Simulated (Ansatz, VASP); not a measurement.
# Cross-check of DyCoSi2 between VASP and Ansatz, part 2 of 2

Wanted: the spread between two codes on one cell, functional and k mesh.

VASP 6.6.1 and Ansatz 0.2.0.

So far. Step 2 (VASP: single point, PBEsol, DFT+U): The run ends at a pressure of -1.01 GPa, with forces up to 3.0 eV/Å.

In doubt: a part-filled 4f shell, where there is one, can sit in one of many states, so energies may not be the lowest and differences between runs may mislead; derivatives with an open 4f shell can jump between states, which bears on forces and vibrations.

**3. Ansatz: single point, PBEsol, DFT+U**

Level of this step: Ansatz beside VASP: Kohn-Sham DFT, plane waves, PBEsol, DFT+U (Ansatz).

Ansatz runs on its default PAW (the set named soft_2) files.

The same cell, functional, mesh and smearing now go to Ansatz, which takes its cutoff from its data sets.

Input file input.yaml:

```yaml
crystal:
  lattice:
    - [1.994, -8.1125, 0.0]
    - [1.994, 8.1125, 0.0]
    - [0.0, 0.0, 3.942]
  atoms:
    - { symbol: Dy, position: [0.102, 0.898, 0.25], spin: 5.0 }
    - { symbol: Dy, position: [0.898, 0.102, 0.75], spin: -5.0 }
    - { symbol: Co, position: [0.66, 0.34, 0.75], spin: 2.0 }
    - { symbol: Co, position: [0.34, 0.66, 0.25], spin: -2.0 }
    - { symbol: Si, position: [0.252, 0.748, 0.75] }
    - { symbol: Si, position: [0.748, 0.252, 0.25] }
    - { symbol: Si, position: [0.473, 0.527, 0.25] }
    - { symbol: Si, position: [0.527, 0.473, 0.75] }
hamiltonian:
  xc: pbesol
  pseudopotentials: { kind: paw }
  hubbard:
    sites:
      - { species: Dy, l: f, u_eff: 1.0 }
      - { species: Co, l: d, u_eff: 1.0 }
magnetization:
  spin_polarized: true
kpoints:
  mp_grid: { grid: [5, 5, 4] }
scf:
  occupations: { method: gaussian, width: 0.05 }
  n_extra_bands: 15
output:
  forces: true
  stress: true
  eigenvalues: true
```

Launch:

```bash
ansatz run input.yaml --threads 4 --pin off --max-ram 9216MiB --backend cpu --events-out ev --progress --plain --runs-dir out
```

Numbers of over 12 decimals in the logs are rounded to 6 here.

Output:

```text
basis.fft_grid_basis auto: the FFT boxes are laid along the combinations [[1, 1, 0], [0, 1, 0], [0, 0, 1]] of the cell's own vectors, 3.988, 8.354 and 3.942 Å long. The dense box has 27×60×27 points. Along the cell's own vectors, as sized, it would have 60×60×27, 2.22 times as many. Of the 4 symmetry operations that the crystal satisfies within crystal.symmetry.tolerance (time reversal apart; of a slab, those that ke [...]
Dy: projections on atomic orbitals take those of the free atom [Kr 4d10] 4f10 5s2 5p6 5d0 6s2, of charge +0.00 (hamiltonian.pseudopotentials.projection_atoms); the dataset's partial waves leave at most 3.1e-4 of an orbital's norm unspanned inside its sphere
Co: projections on atomic orbitals take those of the free atom [Ne] 3s2 3p6 3d7 4s2, of charge +0.00 (hamiltonian.pseudopotentials.projection_atoms); the dataset's partial waves leave at most 1.4e-6 of an orbital's norm unspanned inside its sphere
Si: projections on atomic orbitals take those of the free atom [Ne] 3s2 3p2, of charge +0.00 (hamiltonian.pseudopotentials.projection_atoms); the dataset's partial waves leave at most 6.1e-8 of an orbital's norm unspanned inside its sphere
scf.n_extra_bands = 15 over 45 filled bands (N_el = 90.0): the run solves 60 bands
Engine: ansatz 0.2.0, x86_64-unknown-linux-gnu
Pseudopotentials: kind: paw
Pseudopotential: Dy, paw, valence charge 20, recommended cutoff 420 eV (normal), Dy.paw.azcp
Pseudopotential: Co, paw, valence charge 17, recommended cutoff 420 eV (normal), Co.paw.azcp
Pseudopotential: Si, paw, valence charge 4, recommended cutoff 420 eV (normal), Si.paw.azcp
Functional definition: PBEsol
  exchange = pbesol_x
  correlation = pbesol_c
Crystal: 8 atoms, lattice volume = 127.534 Å³
Basis set: ecut = 420 eV, 2493 PW (Γ), FFT grids on a1+a2, a2, a3, exchange–correlation on 54×120×54 points (8 copies of the dense FFT grid, shifted against one another)
Bands: 60, of which v1, the nominal top of the filled ones, is band 45 counted from 1 (44 counted from 0)
Symmetry: 4 space group operations
Space group: Amm2 (ITA 38), of the structure as read, at distance tolerance 5.0e-5 Å
Magnetic group: BNS 63.460 (UNI 558), of the structure as read, at distance tolerance 5.0e-5 Å
k-points: 27 of 100 (time reversal used)
Non-local potential: Dy, projectors of the file, l = 0: 3, l = 1: 2, l = 2: 2, l = 3: 3
Non-local potential: Co, projectors of the file, l = 0: 3, l = 1: 2, l = 2: 3, l = 3: 1
Non-local potential: Si, projectors of the file, l = 0: 2, l = 1: 2, l = 2: 2
PAW form: soft (Blöchl's): semilocal exchange-correlation on the pseudo side does not see the compensation charge
PAW frozen core: Dy, regenerated for the run's functional, and the local potential with it (the file was generated under x = pbe(κ = 0.804, μ = 0.219515), c = pbe(β = 0.066725))
PAW frozen core: Co, regenerated for the run's functional, and the local potential with it (the file was generated under x = pbe(κ = 0.804, μ = 0.219515), c = pbe(β = 0.066725))
PAW frozen core: Si, regenerated for the run's functional, and the local potential with it (the file was generated under x = pbe(κ = 0.804, μ = 0.219515), c = pbe(β = 0.066725))
PAW one-centre angular grid: Dy, 590 points (default); XC on 64 Gauss nodes
PAW one-centre angular grid: Co, 590 points (default); XC on 64 Gauss nodes
PAW one-centre angular grid: Si, 110 points (default); XC on 64 Gauss nodes
Initial density: superposition of atomic densities (chi_scale 0.1, normalization cell, long waves kept (reshape's long-wave potential 0.13 eV rms))
Starting moments: Σ|m| = 14 μB on 4 of 8 sites
Starting magnetic order: antiferromagnet; an inversion exchanges its spin sublattices: spin-degenerate at every k-point
Initial wavefunctions: pseudopotential atomic-orbital guess
Functional: x = pbesol(κ = 0.804, μ = 0.123457), c = pbesol(β = 0.046)
SCF iter   1: F=—  HF=-33667.633169 eV  |F-HF|=—  |Δ(HF+E_count)|=         —  Δρ=7.74e-2 (↑7.74e-2 ↓7.74e-2)  dr2=3.32e1  dr2_m=4.06e-1  M=0.000 μB ∫|m|=12.976 μB  β_m=0.30  ethr=3.10e-3  ⟨swp⟩=6.2  Hψ=14647  notcnv=0  defer=3
Mixer restart at iter 1: flushing history
preconditioner: auto → Kerker (q_TF=auto, 2.574 Å⁻¹)  [metal: Δε(μ)=0.000 eV  Ē_g=8.556 eV  σ=0.050 eV  W_gap=0.00  n_scr=44 (ndim 8)  ℏωp=27.5 eV  f_vac=0.000  D(μ)=36.22/eV (n_scr^D=826)]
spin=Collinear: Kerker preconditioning applied to the charge; magnetization (m = ρ↑ − ρ↓) channel mixes plain (no charge-response kernel on spin).
SCF iter   2: F=—  HF=-33666.992900 eV  |F-HF|=—  |Δ(HF+E_count)|=   6.40e-1  Δρ=8.90e-2 (↑8.90e-2 ↓8.90e-2)  dr2=2.06e1  dr2_m=4.26e0  M=0.000 μB ∫|m|=11.271 μB  β_m=0.24  ethr=3.10e-3  ⟨swp⟩=3.3  Hψ=7131  notcnv=0  defer=250
SCF iter   3: F=—  HF=-33665.930457 eV  |F-HF|=—  |Δ(HF+E_count)|=    1.06e0  Δρ=3.79e-2 (↑3.79e-2 ↓3.79e-2)  dr2=5.55e0  dr2_m=1.31e0  M=0.000 μB ∫|m|=11.942 μB  β_m=0.14  ethr=3.10e-3  ⟨swp⟩=2.9  Hψ=5711  notcnv=0  defer=262
SCF iter   4: F=—  HF=-33666.039538 eV  |F-HF|=—  |Δ(HF+E_count)|=   1.09e-1  Δρ=3.63e-2 (↑3.63e-2 ↓3.63e-2)  dr2=3.83e0  dr2_m=1.21e0  M=0.000 μB ∫|m|=11.749 μB  β_m=0.17  ethr=3.10e-3  ⟨swp⟩=2.0  Hψ=3695  notcnv=0  defer=262
[...]
Symmetry: 1 space group operations
k-points: 51 of 100 (time reversal used)
Starting moments: Σ|m| = 16 μB on 4 of 8 sites
[...]
preconditioner: auto → Kerker (q_TF=auto, 2.574 Å⁻¹)  [metal: Δε(μ)=0.001 eV  Ē_g=8.655 eV  σ=0.050 eV  W_gap=0.01  n_scr=44 (ndim 8)  ℏωp=27.5 eV  f_vac=0.000  D(μ)=34.47/eV (n_scr^D=734)]
spin=Collinear: Kerker preconditioning applied to the charge; magnetization (m = ρ↑ − ρ↓) channel mixes plain (no charge-response kernel on spin).
[...]
SCF iter  52: F=—  HF=-33667.338584 eV  |F-HF|=—  |Δ(HF+E_count)|=   8.22e-5  Δρ=8.85e-4 (↑8.85e-4 ↓8.33e-4)  dr2=3.68e-3  dr2_m=4.79e-6  M=-0.000 μB ∫|m|=10.051 μB  β_m=0.39  ethr=1.58e-6  ⟨swp⟩=2.0  Hψ=7323  notcnv=0  defer=735  recentre
SCF iter  53: F=—  HF=-33667.338469 eV  |F-HF|=—  |Δ(HF+E_count)|=   1.15e-4  Δρ=1.18e-4 (↑7.36e-5 ↓1.18e-4)  dr2=2.90e-5  dr2_m=2.71e-6  M=0.002 μB ∫|m|=10.052 μB  β_m=0.68  ethr=1.58e-6  ⟨swp⟩=2.0  Hψ=6595  notcnv=0  defer=735
SCF iter  54: F=—  HF=-33667.338573 eV  |F-HF|=—  |Δ(HF+E_count)|=         —  Δρ=2.20e-4 (↑2.20e-4 ↓2.20e-4)  dr2=1.69e-4  dr2_m=1.28e-6  M=0.002 μB ∫|m|=10.053 μB  ethr=3.22e-8  ⟨swp⟩=2.0  Hψ=10356  notcnv=0  defer=735
Mixer restart at iter 54: flushing history
SCF iter  55: F=—  HF=-33667.346196 eV  |F-HF|=—  |Δ(HF+E_count)|=         —  Δρ=3.80e-5 (↑3.80e-5 ↓3.17e-5)  dr2=3.36e-6  dr2_m=3.32e-7  M=0.003 μB ∫|m|=10.064 μB  β_m=0.70  ethr=4.25e-10  ⟨swp⟩=3.0  Hψ=15432  notcnv=0  defer=727
SCF iter  56: F=—  HF=-33667.346203 eV  |F-HF|=—  |Δ(HF+E_count)|=   7.05e-6  Δρ=1.14e-4 (↑9.42e-5 ↓1.14e-4)  dr2=4.12e-5  dr2_m=4.78e-7  M=0.003 μB ∫|m|=10.064 μB  β_m=0.63  ethr=4.25e-10  ⟨swp⟩=3.1  Hψ=12874  notcnv=0  defer=727  recentre
SCF iter  57: F=—  HF=-33667.346204 eV  |F-HF|=—  |Δ(HF+E_count)|=   7.52e-7  Δρ=1.01e-4 (↑1.01e-4 ↓9.71e-5)  dr2=3.96e-5  dr2_m=2.22e-7  M=0.003 μB ∫|m|=10.064 μB  β_m=0.25  ethr=4.25e-10  ⟨swp⟩=3.8  Hψ=13519  notcnv=0  defer=727
SCF iter  58: F=—  HF=-33667.346212 eV  |F-HF|=—  |Δ(HF+E_count)|=   7.78e-6  Δρ=1.20e-4 (↑1.18e-4 ↓1.20e-4)  dr2=6.70e-5  dr2_m=3.95e-7  M=0.004 μB ∫|m|=10.065 μB  β_m=0.01  ethr=4.25e-10  ⟨swp⟩=3.1  Hψ=12621  notcnv=0  defer=727
SCF iter  59: F=—  HF=-33667.346214 eV  |F-HF|=—  |Δ(HF+E_count)|=   1.78e-6  Δρ=2.57e-5 (↑1.80e-5 ↓2.57e-5)  dr2=9.96e-7  dr2_m=2.05e-7  M=0.003 μB ∫|m|=10.065 μB  β_m=0.14  ethr=4.25e-10  ⟨swp⟩=2.9  Hψ=11327  notcnv=0  defer=727
SCF iter  60: F=—  HF=-33667.346229 eV  |F-HF|=—  |Δ(HF+E_count)|=   1.56e-5  Δρ=2.01e-5 (↑1.48e-5 ↓2.01e-5)  dr2=1.52e-7  dr2_m=1.86e-7  M=0.004 μB ∫|m|=10.066 μB  β_m=0.64  ethr=4.25e-10  ⟨swp⟩=3.0  Hψ=10208  notcnv=0  defer=728
an SCF from antiferromagnetic starting moments (5.00, -5.00, 3.00, -3.00, 0.00, 0.00, 0.00, 0.00 Bohr magnetons, atom by atom) was given up at its iteration 60, 23.35 meV above the state that the run had reached, since by an estimate from its pace it could not come under that state, or it stood over it at the last iteration that such an SCF is given: that state stands. To set out from that order, type those moments (crystal.atoms[].spin; where shells were raised to Hund's moment, beside crystal.symmetry.detect: false) under scf.lower_state_search: light
SCF converged after 60 iterations
Magnetization: -0.0002 μB (44.9999 up, 45.0001 down)
Absolute magnetization: 10.0533 μB (∫|ρ↑−ρ↓|, with the PAW one-centre terms)
Spin contamination: 5.0024 ħ² per cell (⟨S²⟩ above its minimum at these occupations)
Per-site moments (μB) at R_I (Å): [(4.843530, 1.192460), (-4.843594, 1.192460), (0.097129, 0.890144), (-0.097216, 0.890144), (-0.000584177, 1.003949), (0.000583025, 1.003949), (0.000923583, 0.889746), (-0.000924024, 0.889746)]
Free energy (F): -33667.369583 eV
Harris-Foulkes:  -33667.369583 eV  (|F-HF|=5.35e-8)
Internal energy: -33667.358333 eV  (E = F + TS)
E sigma→0 (E₀):  -33667.363958 eV
Entropy (-TS):   -0.011249 eV (-1.406 meV/atom)
Fermi energy:    13.668766 eV
--- Per-component energies (eV) ---
  E_band       = -473.649508
  E_kinetic    = 1838.406286
  E_local      = -14631.823017  (includes V_loc(G=0)·N_el)
  E_nonlocal   = 2542.851723
  E_hartree    = 6232.426658
  E_xc         = -912.447227
  E_vxc        = -1035.258568  (∫ρ·V_xc dr)
  E_hubbard    = 1.849930  (on-site DFT+U / exact-exchange correction)
  E_vhub       = -13.557487  (the Hubbard potential's part of the band-sum identity)
  E_paw        = -18552.727667  (= ΣΔE_a)
  E_vpaw       = -1639.121288  (= ΣTr[D̂ρ^β])
  E_aug_tail   = 0.000123  (compensation charges beyond the density's cutoff)
  E_ewald      = -10188.026043
  E_core_change = 2.130900  (= ΣΔE_core)
  E_smearing   = -0.011249  (= −TS)
  E_closure    = 0.000000  (closes the sum)
  Σ components = -33667.369583   (vs F -33667.369583, Δ=0.00e0)
--- Forces (eV/Å), atoms counted from 1 ---
  atom   1  Dy     0.00000000    -0.83705133     0.00000000
  atom   2  Dy     0.00000000     0.83703659     0.00000000
  atom   3  Co     0.00000000    -3.05553413     0.00000000
  atom   4  Co     0.00000000     3.05553298     0.00000000
  atom   5  Si     0.00000000     0.30895279     0.00000000
  atom   6  Si     0.00000000    -0.30893650     0.00000000
  atom   7  Si     0.00000000     2.79227125     0.00000000
  atom   8  Si     0.00000000    -2.79226912     0.00000000
  max |Σ_I F_I| component: 2.54e-6 eV/Å
--- Stress (GPa, compression-positive) ---
       -6.732818       0.000000       0.000000
        0.000000       2.542970       0.000000
        0.000000       0.000000       1.939627
  P = ⅓ Tr σ = -0.7501 GPa (-7.501 kbar)
--- Band table (eV; the first three rows and the last of 54) ---
  k-point 0 ↑: bands = [... 41 lower, 13.0713, 13.3045, 13.3320, 13.6495, 13.9736, 14.0990, 14.2394, 14.3443, ... 11 higher]
  k-point 1 ↑: bands = [... 41 lower, 12.8343, 12.9749, 13.8094, 13.9085, 14.0637, 14.1921, 14.3210, 14.4412, ... 11 higher]
  k-point 2 ↑: bands = [... 41 lower, 12.9541, 12.9656, 13.5382, 13.9788, 14.0990, 14.2848, 14.3184, 14.4741, ... 11 higher]
  k-point 26 ↓: bands = [... 41 lower, 12.8471, 12.8563, 13.0920, 13.2683, 13.9309, 13.9581, 14.3317, 14.5387, ... 11 higher]
Occupation matrices written to <dir>
```

Run time: 4.8 min. Hardware: 4 threads of AMD EPYC 7R13 (Zen 3), shared host; peak memory 1.8 GiB.

In the SCF lines HF is the Harris–Foulkes energy and dr2 the Hartree energy of the density residual, in eV; the loop may stop once dr2 is under the threshold and the program's other checks hold. Hψ counts applications of the Hamiltonian.

The run ends at a pressure of -0.75 GPa, with forces up to 3.1 eV/Å.

**4. Comparison**

Known differences besides the PAW data sets themselves: U acts on the PAW sphere in VASP and on atomic orbitals in Ansatz, so only states and trends compare; the data sets hold 90 valence electrons in Ansatz (default PAW (the set named soft_2) files) and 74 in VASP; the cutoff is 420 eV in Ansatz and 410 eV in VASP (PREC = Normal); Ansatz makes its cores anew for this functional, VASP keeps those of its PBE data sets; site moments are counted in spheres of each program's own size. Total energies have different zeros and are not compared.

Compared:

```tsv
quantity	Ansatz	VASP	difference
pressure (GPa)	-0.75	-1.01	+0.26
moment on Dy1 (μB)	4.84	4.77	+0.07
moment on Dy2 (μB)	-4.84	-4.77	-0.07
moment on Co3 (μB)	0.10	0.05	+0.05
moment on Co4 (μB)	-0.10	-0.05	-0.05
```

Forces (eV/Å; atoms numbered as in POSCAR):

```tsv
atom	Ansatz x, y, z	VASP x, y, z
Dy1	0.000, -0.837, 0.000	0.000, -0.976, 0.000
Dy2	0.000, 0.837, 0.000	0.000, 0.976, 0.000
Co3	0.000, -3.056, 0.000	0.000, -2.996, 0.000
Co4	0.000, 3.056, 0.000	0.000, 2.996, 0.000
Si5	0.000, 0.309, 0.000	0.000, 0.216, 0.000
Si6	0.000, -0.309, 0.000	0.000, -0.216, 0.000
Si7	0.000, 2.792, 0.000	0.000, 2.801, 0.000
Si8	0.000, -2.792, 0.000	0.000, -2.801, 0.000
```

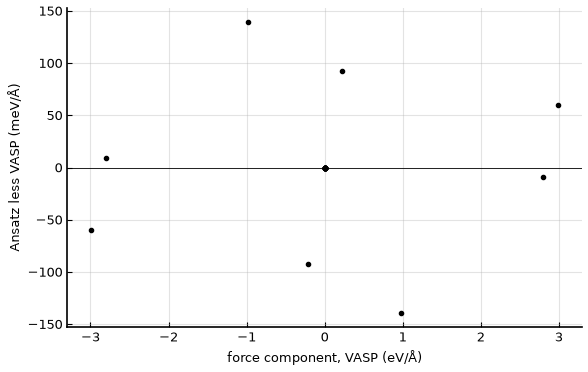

Difference of the force components against their size.

The forces differ by 51 meV/Å r.m.s., which is 4.2 % of the r.m.s. force of 1.22 eV/Å (both taken over all components). Ansatz's pressure holds a Pulay correction of 0.06 GPa; VASP's holds none.

**5. What came out**

```
difference in moment on Dy1 (single point, PBEsol, DFT+U) : 0.073 μB
```

What this shows: The difference in moment on Dy1 is 0.073 μB (single point, PBEsol, DFT+U). How closely two codes agree says nothing of how well the functional describes the real material.

[Lines on the potential files, build, host, timing and source positions are cut from VASP's logs without a mark.]

[Logs are printed without paths, hosts, clocks, repeated set-up lines and the standing remarks that a program may print on its own settings, such as how far it seeks lower states.]

[Hosts, paths, dates, database ids (printed as entryN), source tags and the programs' standing remarks are cut or masked in the printed files.]
